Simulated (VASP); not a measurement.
**Nb3Sn with PBEsol: from relaxation to properties**

Aim: relax Nb3Sn, then compute properties on the relaxed cell. The steps: full relaxation (PBEsol), second relaxation, single point with fields (PBEsol), bands along the symmetry lines (PBEsol), density of states (PBEsol), zone-centre phonons (PBEsol), optical spectrum (PBEsol), volume scan with PBEsol, fit for PBEsol and band structure (PBEsol), changed input. The start is a cell from a database of measured crystal structures.

Main program and level: VASP 6.6.1; PBEsol; plane waves and PAW (Nb_sv, Sn_d).

## (1) The starting structure

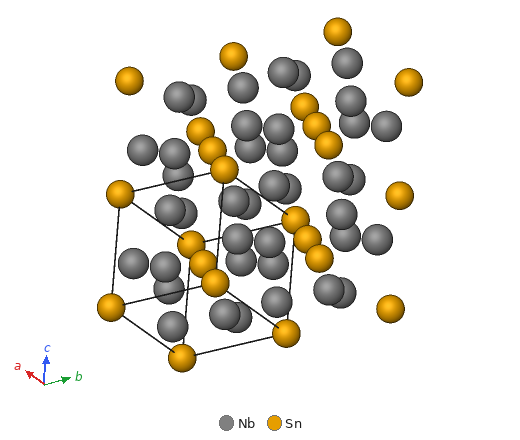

The cell as given, from a free direction (niobium grey, tin orange). 1×2×2 cells are drawn. Some periodic images of atoms are drawn too.

Coordinates:

```cif
data_structure
_symmetry_space_group_name_H-M 'P 1'
_symmetry_Int_Tables_number 1
_cell_length_a 5.2821
_cell_length_b 5.2821
_cell_length_c 5.2821
_cell_angle_alpha 90.000
_cell_angle_beta 90.000
_cell_angle_gamma 90.000
_cell_volume 147.37
loop_
_atom_site_label
_atom_site_type_symbol
_atom_site_fract_x
_atom_site_fract_y
_atom_site_fract_z
_atom_site_occupancy
Nb1 Nb 0.25000 0.00000 0.50000 1
Nb2 Nb 0.50000 0.75000 0.00000 1
Nb3 Nb 0.75000 0.00000 0.50000 1
Nb4 Nb 0.50000 0.25000 0.00000 1
Nb5 Nb 0.00000 0.50000 0.75000 1
Nb6 Nb 0.00000 0.50000 0.25000 1
Sn7 Sn 0.00000 0.00000 0.00000 1
Sn8 Sn 0.50000 0.50000 0.50000 1
```

## (2) Full relaxation (PBEsol)

The start need not lie at this functional's minimum. ISIF = 3 frees volume, shape and positions, and EDIFFG sets the threshold on forces and stress at which the search stops. PBEsol restores the gradient expansion of exchange and is tuned for the cells of solids.

Contents of INCAR:

```
SYSTEM = Nb3Sn
PREC = Accurate
ENCUT = 400
EDIFF = 1E-06
NELM = 100
ISMEAR = 1
SIGMA = 0.2
LREAL = .FALSE.
ALGO = Normal
GGA = PS
NBANDS = 65
LASPH = .TRUE.
LORBIT = 11
LWAVE = .FALSE.
LCHARG = .FALSE.
KPAR = 4
IBRION = 2
NSW = 60
ISIF = 3
EDIFFG = -0.01
```

Contents of POSCAR:

```
Nb3Sn
1.0
    5.2821000000      0.0000000000      0.0000000000
    0.0000000000      5.2821000000      0.0000000000
    0.0000000000      0.0000000000      5.2821000000
Nb Sn
6 2
Direct
    0.2500000000      0.0000000000      0.5000000000
    0.5000000000      0.7500000000      0.0000000000
    0.7500000000      0.0000000000      0.5000000000
    0.5000000000      0.2500000000      0.0000000000
    0.0000000000      0.5000000000      0.7500000000
    0.0000000000      0.5000000000      0.2500000000
    0.0000000000      0.0000000000      0.0000000000
    0.5000000000      0.5000000000      0.5000000000
```

Contents of KPOINTS:

```
Automatic mesh
0
Gamma
4 4 4
0 0 0
```

PAW data sets: Nb_sv and Sn_d (PBE family, release 64).

Command:

```
$ mpirun -np 4 vasp_std
```

Output:

```text
[banner, memory and clock lines left out]
running    4 mpi-ranks, on    1 nodes
 distrk:  each k-point on    1 cores,    4 groups
 distr:  one band on    1 cores,    1 groups

 POSCAR found type information on POSCAR NbSn
 POSCAR found :  2 types and       8 ions
|                                                                             |
|               ----> ADVICE to this user running VASP <----                  |
|                                                                             |
|     You enforced a specific xc type in the INCAR file but a different       |
|     [... a line on the potential file left out ...]
|     I HOPE YOU KNOW WHAT YOU ARE DOING!                                     |
|                                                                             |

 LDA part: xc-table for (Slater+PW92), standard interpolation
 POSCAR, INCAR and KPOINTS ok, starting setup
 FFT: planning ... GRIDC
 FFT: planning ... GRID_SOFT
 FFT: planning ... GRID
 WAVECAR not read
 entering main loop
       N       E                     dE             d eps       ncg     rms          rms(c)
DAV:   1     0.152490753134E+04    0.15249E+04   -0.44992E+04  1380   0.184E+03
DAV:   2     0.159682437319E+03   -0.13652E+04   -0.13333E+04  1308   0.682E+02
DAV:   3    -0.526297546019E+02   -0.21231E+03   -0.20416E+03  1743   0.227E+02
DAV:   4    -0.773955033227E+02   -0.24766E+02   -0.24007E+02  1928   0.705E+01
DAV:   5    -0.794302723020E+02   -0.20348E+01   -0.20218E+01  2392   0.179E+01    0.189E+01
DAV:   6    -0.762763328607E+02    0.31539E+01   -0.90429E+00  1768   0.144E+01    0.612E+00
DAV:   7    -0.759608390782E+02    0.31549E+00   -0.20660E+00  2048   0.654E+00    0.263E+00
DAV:   8    -0.759493815477E+02    0.11458E-01   -0.18982E-01  2047   0.218E+00    0.838E-01
DAV:   9    -0.759496671688E+02   -0.28562E-03   -0.27615E-02  1944   0.903E-01    0.319E-01
DAV:  10    -0.759499797525E+02   -0.31258E-03   -0.45407E-03  1968   0.340E-01    0.429E-02
DAV:  11    -0.759499662967E+02    0.13456E-04   -0.42421E-04  1896   0.113E-01    0.286E-02
DAV:  12    -0.759499576506E+02    0.86461E-05   -0.42422E-05  2200   0.321E-02    0.383E-03
DAV:  13    -0.759499570030E+02    0.64762E-06   -0.23067E-06  1240   0.828E-03
   1 F= -.75949957E+02 E0= -.75938016E+02  d E =-.759500E+02
 curvature:   0.00 expect dE= 0.000E+00 dE for cont linesearch  0.000E+00
 trial: gam= 0.00000 g(F)=  0.662E-48 g(S)=  0.155E+00 ort = 0.000E+00 (trialstep = 0.100E+01)
 search vector abs. value=  0.155E+00
 bond charge predicted
       N       E                     dE             d eps       ncg     rms          rms(c)
DAV:   1    -0.784134438872E+02   -0.24635E+01   -0.87249E+01  1318   0.715E+01    0.110E+01
DAV:   2    -0.764997006575E+02    0.19137E+01   -0.87046E+00  1537   0.223E+01    0.571E+00
DAV:   3    -0.758552457076E+02    0.64445E+00   -0.46863E+00  1932   0.122E+01    0.344E+00
DAV:   4    -0.758439291832E+02    0.11317E-01   -0.53832E-01  1774   0.339E+00    0.138E+00
DAV:   5    -0.758658305040E+02   -0.21901E-01   -0.64677E-02  2208   0.107E+00    0.111E+00
DAV:   6    -0.758743005340E+02   -0.84700E-02   -0.14925E-02  1942   0.486E-01    0.505E-01
DAV:   7    -0.758774631155E+02   -0.31626E-02   -0.12339E-02  2112   0.376E-01    0.866E-02
DAV:   8    -0.758774973902E+02   -0.34275E-04   -0.12949E-03  1996   0.171E-01    0.799E-02
DAV:   9    -0.758775237389E+02   -0.26349E-04   -0.94050E-05  1944   0.522E-02    0.168E-02
DAV:  10    -0.758775233678E+02    0.37117E-06   -0.18589E-05  1744   0.200E-02    0.615E-03
DAV:  11    -0.758775236481E+02   -0.28039E-06   -0.98006E-07   944   0.669E-03
   2 F= -.75877524E+02 E0= -.75866696E+02  d E =0.724334E-01
 trial-energy change:    0.072433  1 .order    0.075887   -0.154811    0.306586
 step:   0.3457(harm=  0.3355)  dis= 0.00000  next Energy=   -75.976858 (dE=-0.269E-01)
 bond charge predicted
       N       E                     dE             d eps       ncg     rms          rms(c)
DAV:   1    -0.769999040192E+02   -0.11224E+01   -0.37632E+01  1350   0.490E+01    0.659E+00
DAV:   2    -0.762706825888E+02    0.72922E+00   -0.39321E+00  1621   0.144E+01    0.392E+00
DAV:   3    -0.759734036525E+02    0.29728E+00   -0.22006E+00  1904   0.820E+00    0.208E+00
DAV:   4    -0.759638055421E+02    0.95981E-02   -0.24615E-01  1753   0.220E+00    0.801E-01
DAV:   5    -0.759733377462E+02   -0.95322E-02   -0.22100E-02  2119   0.692E-01    0.683E-01
DAV:   6    -0.759760985109E+02   -0.27608E-02   -0.70805E-03  1894   0.324E-01    0.357E-01
DAV:   7    -0.759771320508E+02   -0.10335E-02   -0.57168E-03  2061   0.295E-01    0.693E-02
DAV:   8    -0.759772287236E+02   -0.96673E-04   -0.72429E-04  1880   0.129E-01    0.500E-02
DAV:   9    -0.759772243629E+02    0.43606E-05   -0.49556E-05  2016   0.341E-02    0.956E-03
DAV:  10    -0.759772220538E+02    0.23091E-05   -0.80968E-06  1496   0.130E-02    0.426E-03
DAV:  11    -0.759772222471E+02   -0.19328E-06   -0.55363E-07   920   0.559E-03
   3 F= -.75977222E+02 E0= -.75965654E+02  d E =-.272652E-01
 curvature:  -0.17 expect dE=-0.428E-05 dE for cont linesearch -0.428E-05
 trial: gam=-0.01267 g(F)=  0.311E-48 g(S)=  0.255E-04 ort = 0.199E-02 (trialstep = 0.869E+00)
 search vector abs. value=  0.430E-08
 reached required accuracy - stopping structural energy minimisation
```

The job ended after 76 s (4 MPI ranks of AMD EPYC 7R32 (Zen 2), shared host; peak memory 0.85 GiB).

Lines that name or quote the potential files are left out of all logs, and their timing lines are given in words.

Parts of OUTCAR (step 2):

```text
ion  position               nearest neighbor table
   1  0.250  0.000  0.500-   3 2.64   3 2.64   8 2.95   7 2.95   8 2.95   7 2.95
   2  0.500  0.750  0.000-   4 2.64   4 2.64   8 2.95   8 2.95   7 2.95   7 2.95
   3  0.750  0.000  0.500-   1 2.64   1 2.64   8 2.95   7 2.95   8 2.95   7 2.95
   4  0.500  0.250  0.000-   2 2.64   2 2.64   8 2.95   8 2.95   7 2.95   7 2.95
   5  0.000  0.500  0.750-   6 2.64   6 2.64   8 2.95   7 2.95   7 2.95   8 2.95
   6  0.000  0.500  0.250-   5 2.64   5 2.64   8 2.95   7 2.95   7 2.95   8 2.95
   7  0.000  0.000  0.000-   1 2.95   2 2.95   3 2.95   4 2.95   5 2.95   6 2.95   1 2.95   3 2.95
                             5 2.95   6 2.95   2 2.95   4 2.95
   8  0.500  0.500  0.500-   1 2.95   2 2.95   3 2.95   4 2.95   5 2.95   6 2.95   2 2.95   4 2.95
                             1 2.95   3 2.95   5 2.95   6 2.95

  LATTYP: Found a simple cubic cell.
 ALAT       =     5.2821000000

 Subroutine GETGRP returns: Found 48 space group operations
 (whereof 24 operations were pure point group operations)

The static configuration has the point symmetry T_h .
 The point group associated with its full space group is O_h .

 Found     10 irreducible k-points:

   k-points           NKPTS =     10   k-points in BZ     NKDIM =     10   number of bands    NBANDS=     65

   dimension x,y,z NGX =    36 NGY =   36 NGZ =   36
   dimension x,y,z NGXF=    72 NGYF=   72 NGZF=   72

   ENCUT  =  400.0 eV  29.40 Ry    5.42 a.u.   8.61  8.61  8.61*2*pi/ulx,y,z

   NELECT =     106.0000    total number of electrons

 k-points in reciprocal lattice and weights: Automatic mesh
   0.00000000  0.00000000  0.00000000       0.016
   0.25000000  0.00000000  0.00000000       0.094
   0.50000000  0.00000000  0.00000000       0.047
   0.25000000  0.25000000  0.00000000       0.188
   0.50000000  0.25000000  0.00000000       0.188
   0.50000000  0.50000000  0.00000000       0.047
   0.25000000  0.25000000  0.25000000       0.125
   0.50000000  0.25000000  0.25000000       0.188
   0.50000000  0.50000000  0.25000000       0.094
   0.50000000  0.50000000  0.50000000       0.016

 average (electrostatic) potential at core
       1 -76.3200       2 -76.3200       3 -76.3200       4 -76.3200       5 -76.3200
       6 -76.3200       7 -94.4636       8 -94.4636

 E-fermi :  11.5920

 k-point     1 :       0.0000    0.0000    0.0000
  band No.  band energies     occupation
    ...
     50      11.0159      2.00036
     51      11.0159      2.00036
     52      11.0159      2.00036
     53      11.5024      1.68047
     54      11.5024      1.68047
     55      14.0049     -0.00000
     56      14.0049     -0.00000
     57      14.0049     -0.00000
     58      14.1333     -0.00000
     59      15.1541     -0.00000
    ...

 k-point     2 :       0.2500    0.0000    0.0000
  band No.  band energies     occupation
    ...
     50      10.9626      2.00008
     51      11.0452      2.00077
     52      11.0452      2.00077
     53      11.5770      1.12605
     54      11.5832      1.07403
     55      13.3105     -0.00000
     56      13.8208     -0.00000
     57      13.8208     -0.00000
     58      14.5880     -0.00000
     59      14.6163     -0.00000
    ...

 k-point     3 :       0.5000    0.0000    0.0000
  band No.  band energies     occupation
    ...
     50      10.5196      2.00000
     51      10.7055      2.00000
     52      10.7055      2.00000
     53      11.2013      2.01853
     54      11.2013      2.01853
     55      13.1277     -0.00000
     56      13.1277     -0.00000
     57      13.7985     -0.00000
     58      13.7985     -0.00000
     59      14.3517     -0.00000
    ...

  Total       -0.0375390     -0.0375390     -0.0375390     -0.0000000     -0.0000000      0.0000000
  in kB       -0.4156646     -0.4156646     -0.4156646     -0.0000000     -0.0000000      0.0000000
  external PRESSURE =      -0.4156646 kB  Pullay stress =       0.0000000 kB

  energy-cutoff  :      400.00
  volume of cell :      144.69
      direct lattice vectors                 reciprocal lattice vectors
     5.249889257 -0.000000000  0.000000000     0.190480208 -0.000000000  0.000000000
     0.000000000  5.249889257 -0.000000000     0.000000000  0.190480208 -0.000000000
    -0.000000000  0.000000000  5.249889257     0.000000000  0.000000000  0.190480208

 POSITION                                       TOTAL-FORCE (eV/Angst)
 -----------------------------------------------------------------------------------
      1.31247     -0.00000      2.62494        -0.000000     -0.000000      0.000000
      2.62494      3.93742     -0.00000         0.000000     -0.000000      0.000000
      3.93742     -0.00000      2.62494         0.000000     -0.000000     -0.000000
      2.62494      1.31247     -0.00000        -0.000000      0.000000     -0.000000
     -0.00000      2.62494      3.93742         0.000000      0.000000     -0.000000
      0.00000      2.62494      1.31247         0.000000      0.000000     -0.000000
     -0.00000      0.00000      0.00000        -0.000000      0.000000     -0.000000
      2.62494      2.62494      2.62494        -0.000000      0.000000     -0.000000
 -----------------------------------------------------------------------------------
    total drift:                                0.000000      0.000000     -0.000000

  FREE ENERGIE OF THE ION-ELECTRON SYSTEM (eV)
  ---------------------------------------------------
  free  energy   TOTEN  =       -75.9772222471 eV

  energy  without entropy=      -75.9425178778  energy(sigma->0) =      -75.96565412

 reached required accuracy - stopping structural energy minimisation

 total charge
# of ion       s       p       d       tot
------------------------------------------
    1        2.187   6.001   2.546  10.734
    2        2.187   6.001   2.546  10.734
    3        2.187   6.001   2.546  10.734
    4        2.187   6.001   2.546  10.734
    5        2.187   6.001   2.546  10.734
    6        2.187   6.001   2.546  10.734
    7        1.089   1.478  10.067  12.633
    8        1.089   1.478  10.067  12.633
--------------------------------------------------
tot         15.298  38.961  35.409  89.668

[... 3 further parts left out ...]
```

CONTCAR:

```
Nb3Sn
   1.00000000000000
     5.2498892566896336   -0.0000000000000000    0.0000000000000000
     0.0000000000000000    5.2498892566896336   -0.0000000000000000
    -0.0000000000000000    0.0000000000000000    5.2498892566896336
  Nb              Sn
     6     2
Direct
     0.2500000000000000    0.0000000000000000    0.5000000000000000
     0.5000000000000000    0.7500000000000000    0.0000000000000000
     0.7500000000000000    0.0000000000000000    0.5000000000000000
     0.5000000000000000    0.2500000000000000    0.0000000000000000
     0.0000000000000000    0.5000000000000000    0.7500000000000000
     0.0000000000000000    0.5000000000000000    0.2500000000000000
     0.0000000000000000    0.0000000000000000    0.0000000000000000
     0.5000000000000000    0.5000000000000000    0.5000000000000000
```

The k-mesh is coarse for a metal. The PAW data sets were made with PBE, which is usual practice but a small mismatch for other functionals. The run keeps the 48 symmetry operations of its start, so it cannot find a distortion of lower symmetry.

Relaxation path:

```
step  energy less that of the first step (eV)  largest force (eV/Å)  pressure (GPa)  volume (Å³)
   1                                   0.0000                0.0000           -3.18       147.37
   2                                   0.0724                0.0000            6.64       139.71
   3                                  -0.0273                0.0000           -0.04       144.69
```

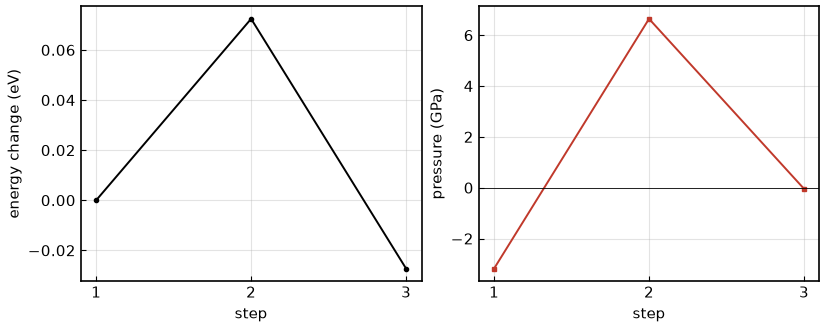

Energy and pressure along the relaxation.

```
conventional cell, symmetrised  before  after  change
                         a (Å)   5.282  5.250  -0.6 %
                         b (Å)   5.282  5.250  -0.6 %
                         c (Å)   5.282  5.250  -0.6 %
              volume (Å³/atom)   18.42  18.09  -1.8 %
```

The relaxed structure:

```xyz
8
Lattice="5.2499 0.0000 0.0000 0.0000 5.2499 0.0000 0.0000 0.0000 5.2499" Properties=species:S:1:pos:R:3 pbc="T T T"
Nb    1.3125    0.0000    2.6249
Nb    2.6249    3.9374    0.0000
Nb    3.9374    0.0000    2.6249
Nb    2.6249    1.3125    0.0000
Nb    0.0000    2.6249    3.9374
Nb    0.0000    2.6249    1.3125
Sn    0.0000    0.0000    0.0000
Sn    2.6249    2.6249    2.6249
```

This step gave:

* electrons: 106
* bands: 65
* irreducible k-points: 10
* symmetry operations: 48
* free energy (TOTEN): -75.9772 eV
* energy at zero smearing: -75.9657 eV
* Fermi energy: 11.59 eV
* pressure: -0.04157 GPa
* metallic: yes
* SCF cycles over all ionic steps: 35

It ends with forces that vanish by symmetry and a pressure of -0.04 GPa. The volume lies -1.8 % from that of the database's start, which holds the thermal and zero-point expansion of its experiment.

[end of part 1 of 7]

[Lines on the potential files, build, host, timing and source positions are cut from VASP's logs without a mark.]

[Logs are printed without paths, hosts, clocks, repeated set-up lines and the standing remarks that a program may print on its own settings, such as how far it seeks lower states.]

[Hosts, paths, dates, database ids (printed as entryN), source tags and the programs' standing remarks are cut or masked in the printed files.]

[A measured line is paired with the nearest computed mode of its activity, which favours agreement.]
